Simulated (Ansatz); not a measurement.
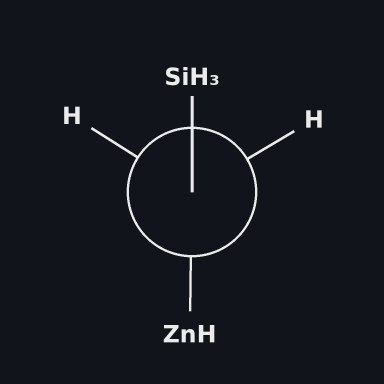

A Newman projection along the O–C bond, oxygen in front; angles are drawn as computed, but eclipsed bonds slightly apart. Computed geometry: PBE-D4/def2-SVP optimisation. No frequency run is at hand to confirm it as a minimum.

Question: Which molecule is it?

Answer: CH6OSiZn, [SiH3]O[CH2][ZnH]

Question: What is the torsion angle from the front SiH3 to the back ZnH? The sign is positive where the front bond must turn clockwise to cover the back bond.

Answer: −179°, antiperiplanar (anti).
